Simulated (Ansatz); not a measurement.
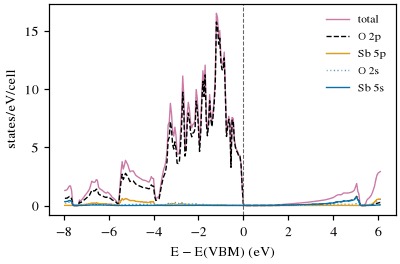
Total and projected density of states of Sr2GaSbO6 in space group Fm-3m (No. 225; Sr on 8c, Ga on 4a, Sb on 4b, O on 24e), plane-wave PAW PBEsol (Ansatz code)

Q: Which orbitals carry the states next to the gap?

A: Top 1 eV of the valence band: O 2p 97 %. Bottom 1 eV of the conduction band: Sb 5s 32 %, Ga 4s 27 %, O 2s 21 %, O 2p 17 %. Projections are on Löwdin-orthogonalised atomic valence shells; empty p or d shells of many metals are not among them.

Q: Where is the tallest occupied peak in this window, and what makes it?

A: Near -1.2 eV, about 16 states/eV per cell; the largest projected share is O 2p.

The first step of the workflow began from a Materials Project structure, measured or hypothetical; the Crystallography Open Database copy checked does not list it. Its standing as an ambient phase is unchecked. The cell was relaxed with PBEsol under the symmetry of its start; whether a distortion lowers the energy is not shown. Scalar-relativistic: spin–orbit coupling is off unless named, which matters more the heavier the elements.

Potentials: the later of the program's two PAW sets.
